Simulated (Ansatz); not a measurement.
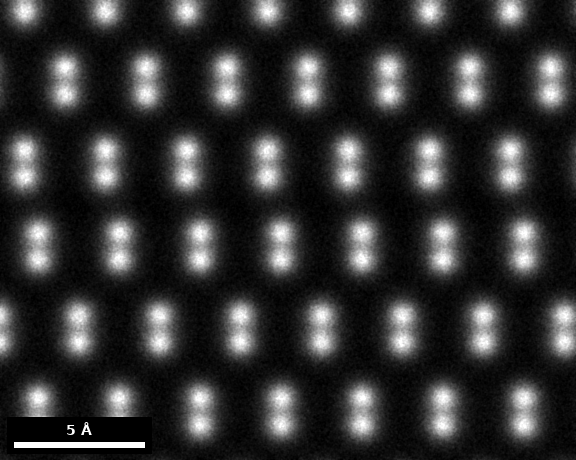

iDPC-like image of Gd (P6_3/mmc, No. 194) along [101]. Simulated as the projected potential of neutral atoms (B = 0.8 Å²) blurred by a 0.56 Å probe, the thin-sample limit of integrated differential phase contrast. Shot noise was added.

One planar defect was built into the perfect crystal by geometry alone, without relaxation. Host structure: coordinates from a relaxation at fixed volume with Ansatz, DFT PBE, scalar-relativistic, plane waves, PAW.

**Find the planar defect and say what kind it is.**

A planar fault (a stacking fault) runs horizontally about 8 Å below the top edge. The part above it is shifted along the boundary by 1/3 of the 3.09 Å repeat of the rows (1.0 Å to the right, the same as 2.1 Å to the left); both parts keep the same orientation.
